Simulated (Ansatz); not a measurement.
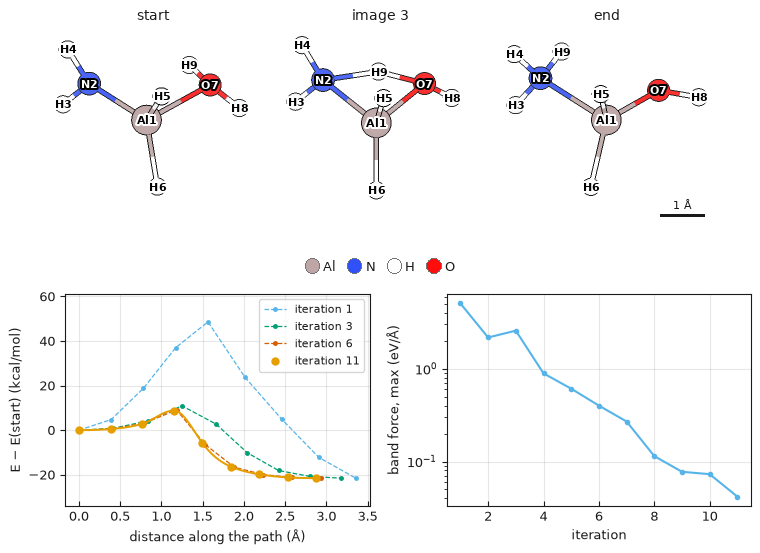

A search for the minimum-energy path of AlNH6O by the nudged elastic band. Images are numbered from 0 (start) to 8 (end). The plot follows the band through its iterations. A ball-and-stick model, seen from a free direction.

The calculation used RHF/def2-SVP (Ansatz 0.2.0). Settings: 7 movable images; climbing image; force threshold 0.05 eV/Å; iteration limit 60; starting path through a guess of the saddle point.

Did the band converge, and can the barrier be trusted?

Answer. The result is final at these settings. The band converged in 11 iterations. The largest component of the band force went from 5.1 to 0.042 eV/Å. The climbing image converged on the top of the path. Its vibrational analysis gives one imaginary mode (1506i cm⁻¹), as a transition state must have. The first iteration put the highest image at 48.6 kcal/mol. Forward barrier 8.8 kcal/mol, backward barrier 30.4 kcal/mol, with image 3 at the top; the reaction energy is −21.6 kcal/mol.

Limits of the set-up: Hartree-Fock leaves out electron correlation.
